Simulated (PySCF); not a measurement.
**C$_{3}$H$_{10}$BN$_{2}$Si (SMILES [SiH3]CB1[N]CCN1) (doublet): density, localisation and related maps**

```
atom    x (Å)    y (Å)    z (Å)
  Si  -2.6686  -0.1563   0.7240
   C  -1.3661  -1.0468  -0.3347
   B   0.0158  -0.3053  -0.2890
   N   0.4412   0.7626  -1.1264
   C   1.7272   1.1788  -0.7458
   C   2.1815   0.3204   0.4616
   N   1.0582  -0.5562   0.6457
   H  -2.8944   1.2139   0.2632
   H  -3.9326  -0.9023   0.6540
   H  -2.2406  -0.1215   2.1306
   H  -1.7402  -1.0943  -1.3564
   H  -1.2764  -2.0746   0.0203
   H   2.4142   1.0791  -1.5982
   H   1.7058   2.2499  -0.5006
   H   3.1001  -0.2408   0.2450
   H   2.3643   0.9349   1.3528
   H   1.1034  -1.2295   1.3925
```

Geometry: GFN2-xTB.

These are results of UKS B3LYP, pcH-1 on B C H N Si, non-relativistic, mean-field spin-orbit, GIAO in PySCF 2.14.0, density-fitted response routines, not measurements.

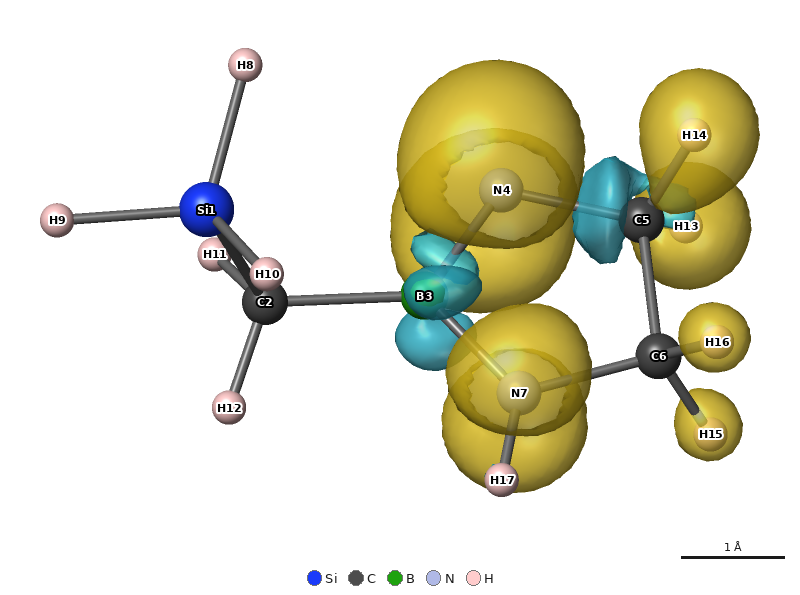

Figure 1. Isosurfaces of the spin density (α minus β) at +0.015 (yellow) and −0.015 e/Å³ (cyan), seen at a tilt.

Where is the unpaired spin?

The unpaired spin (1 electron) lies mostly on N4 (about 0.6) and N7 (about 0.2), in electrons by Hirshfeld's partition.

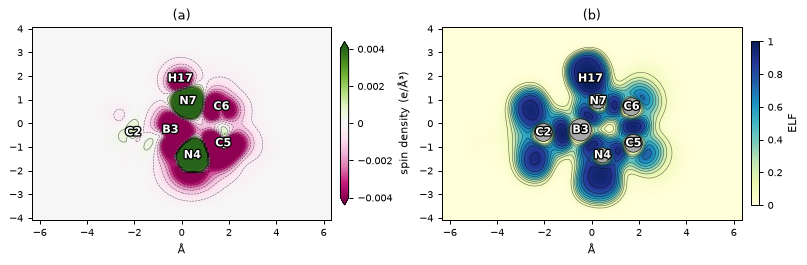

Figure 2. (a) spin density; (b) ELF on the plane of atoms B3, N7 and C6. Grey discs cover the atomic cores in the ELF map.

What does the map show?

- The section cuts through C, B, N and H sites.
- C–N (1.40 Å): the ELF peaks at about 0.90 between the atoms; a covalent bond.
- B–N (1.42 Å): the ELF peaks at about 0.95 between the atoms; a short, strongly polar bond.
- C–C (1.55 Å): the ELF peaks at about 0.95 between the atoms (a covalent bond).
- C–B (1.57 Å): the ELF peaks at about 0.95 between the atoms; a covalent bond.
- N–H (1.01 Å): the ELF climbs to about 1 towards the hydrogen, as it does in any bond to H (a covalent bond by its length).
- The ELF also peaks beside N4, away from the bonds: non-bonding electrons, paired or unpaired.

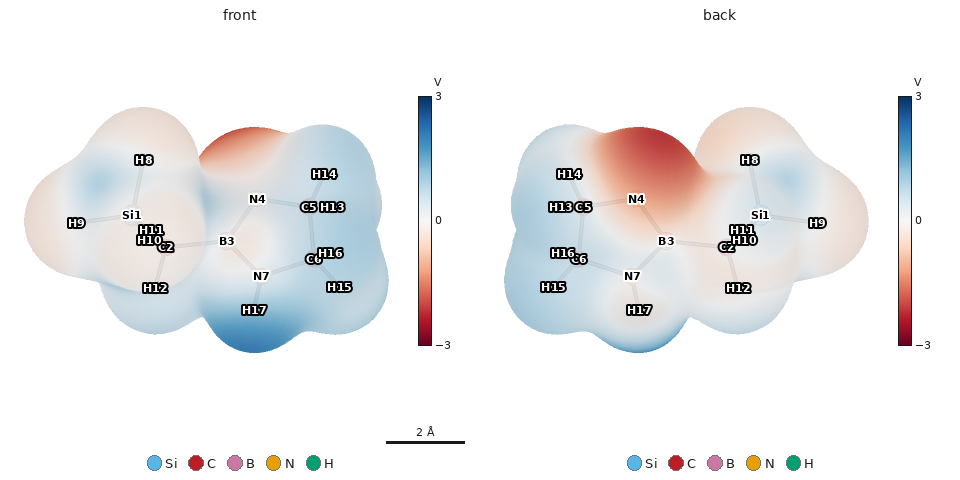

Figure 3. The molecular electrostatic potential painted on the density surface at 0.002 e/bohr³, seen from the front and from behind; red is negative and blue positive.

Where is the surface potential most negative and most positive?

The most negative region (about −2.1 V) lies over N4, the most positive (about +2.0 V) over H17. N4 is the likeliest acceptor of a hydrogen bond.
